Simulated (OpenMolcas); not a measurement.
**HF/cc-pVQZ (RICD fitting, fitting threshold 0.01) run of H2O (water)**

Aim: the vertical electron affinity of H2O (water) at HF/cc-pVQZ (RICD fitting, fitting threshold 0.01), from 2 runs. 

The calculation is run with OpenMolcas 26.06.

## 1. Starting point

The species is H2O (3 atoms), meant as a singlet with charge 0. As SMILES, `O`. Geometry: relaxed at PBE0-D4/def2-TZVP.

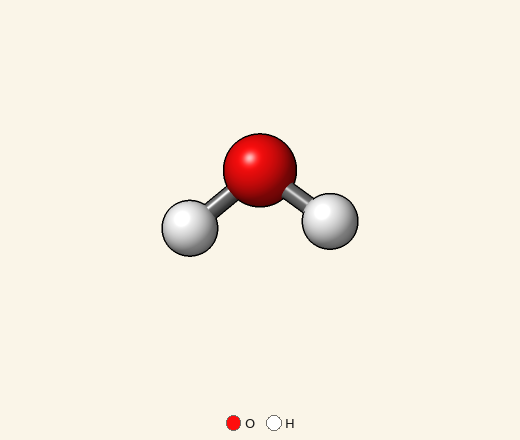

The structure, seen from a chosen angle (oxygen red, hydrogen white).

## 2. Energy and gradient at HF/cc-pVQZ (RICD fitting, fitting threshold 0.01)

geom.xyz reads:

```xyz
3

O     -0.302700     0.200200    -0.140600
H      0.466500     0.548400     0.315300
H     -0.163800    -0.748600    -0.174700
```

job.inp reads:

```
&GATEWAY
  BasLib
  $CurrDir
  Coord
  geom.xyz
  Basis
  cc-pVQZ
  Group
  NoSym
  RICD
  aCD
  CDThreshold
  0.01

&SEWARD

&SCF
  PrOrbitals
  1 1

&ALASKA
```

The basis set cc-pVQZ is read from a file made from the Basis Set Exchange's data (not shown).

On the command line:

```sh
export MOLCAS_MEM=1860
pymolcas job.inp > job.log
```

What it wrote:

```text
--- Start Module: gateway ---
[...]
--- Stop Module: gateway /rc=_RC_ALL_IS_WELL_ ---
[...]
      Basis functions          115
[...]
--- Start Module: scf ---
[...]
       Convergence after   9 Iterations
[...]
::    Total SCF energy                                -76.0646901478
[...]
      Total spin, S                                     0.0000000000
[...]
      Total electronic charge=   10.000000
      Total            charge=   -0.000000
[...]
      Dipole Moment (debye):
      Origin of the operator (angstrom)=   -0.2519    0.1666   -0.1170
                   X=  1.5557E+00               Y= -1.0290E+00               Z=  7.2262E-01           Total=  2.0003E+00
      Quadrupole Moment (debye*angstrom):
[...]
--- Stop Module: scf /rc=_RC_ALL_IS_WELL_ ---
[...]
--- Start Module: alaska ---
[...]
 *              Molecular gradients               *
 **************************************************
  Irreducible representation: a
 ------------------------------------------------------------------------------------------
                              X                       Y                       Z
 ------------------------------------------------------------------------------------------
  O1               -2.11340233124857E-02    1.39136212912065E-02   -9.84068148313999E-03
  H2                1.73782719737896E-02    7.03397458617672E-03    1.02142221086567E-02
  H3                3.75575133862538E-03   -2.09475958772130E-02   -3.73540625523333E-04
 ------------------------------------------------------------------------------------------
--- Stop Module: alaska /rc=_RC_ALL_IS_WELL_ ---
[...]
```

Run time: 4.8 s. Hardware: 1 thread of Arm Neoverse V2, shared host; peak memory 0.16 GiB.

## 3. The doublet anion at the same level

geom.xyz is that of step 2.

job.input reads:

```
* H2O Hartree-Fock
&GATEWAY
BASLIB
$CurrDir
COORD
geom.xyz
BASIS
cc-pVQZ
GROUP
NoSym
RICD
ACD
CDTHRESHOLD
0.01
&SEWARD
&SCF
UHF
CHARGE
-1
SPIN
2
PRORBITALS
1 1
&ALASKA
```

The basis set cc-pVQZ is read from a file made from the Basis Set Exchange's data (not shown).

On the command line:

```sh
export MOLCAS_MEM=1860
pymolcas job.input > job.log
```

What it wrote:

```text
--- Start Module: gateway ---
[...]
--- Stop Module: gateway /rc=_RC_ALL_IS_WELL_ ---
[...]
      Basis functions          115
[...]
--- Start Module: scf ---
[...]
       Convergence after  15 Iterations
[...]
::    Total SCF energy                                -75.9518390362
[...]
      Total spin, S                                     0.5011588347
[...]
      Total electronic charge=   11.000000
      Total            charge=   -1.000000
[...]
      Dipole Moment (debye):
      Origin of the operator (angstrom)=   -0.2519    0.1666   -0.1170
                   X= -8.6305E-01               Y=  5.7015E-01               Z= -4.0095E-01           Total=  1.1094E+00
      Center of Charge (angstrom)
[...]
--- Stop Module: scf /rc=_RC_ALL_IS_WELL_ ---
[...]
--- Start Module: alaska ---
[...]
 *              Molecular gradients               *
 **************************************************
  Irreducible representation: a
 ------------------------------------------------------------------------------------------
                              X                       Y                       Z
 ------------------------------------------------------------------------------------------
  O1                1.18039497647726E-02   -7.88058235697164E-03    5.47533081406959E-03
  H2               -6.21866864629661E-03    3.23818723072811E-03   -2.98531098881050E-03
  H3               -5.58528111876200E-03    4.64239512758091E-03   -2.49001982428426E-03
 ------------------------------------------------------------------------------------------
--- Stop Module: alaska /rc=_RC_ALL_IS_WELL_ ---
[...]
```

It took 7.5 s on 1 thread of Arm Neoverse V2, shared host; peak memory 0.16 GiB.

## 4. Results

Level: HF/cc-pVQZ (RICD fitting, fitting threshold 0.01).

| quantity | value |
| --- | --- |
| singlet H2O: total energy | -76.06469 Eh |
| singlet H2O: dipole moment | 2.00 D |
| singlet H2O: HOMO energy | -13.82 eV |
| singlet H2O: LUMO energy | 3.18 eV |
| singlet H2O: HOMO–LUMO gap | 17.00 eV |
| singlet H2O: largest force on an atom | 1.396 eV/Å |
| doublet anion: total energy | -75.95184 Eh |
| doublet anion: HOMO energy (highest over α and β) | 2.95 eV |
| doublet anion: LUMO energy (lowest over α and β) | 9.19 eV |
| doublet anion: ⟨S²⟩ | 0.752 |
| doublet anion: largest force on an atom | 0.782 eV/Å |
| vertical electron affinity (to the doublet anion) | -3.071 eV |

The anion lies 3.07 eV (71 kcal/mol) above the neutral: the electron isn't bound at this level, and such a value depends on the basis. Without diffuse functions anions come out too high. Hartree–Fock misses the correlation that binds many anions. The largest force (singlet H2O) is 1.40 eV/Å: the shape isn't a stationary point for this species at this level. The HOMO (doublet anion) lies at positive energy, 2.95 eV: the electron is unbound at this level or held by a compact basis; values depend on the basis.
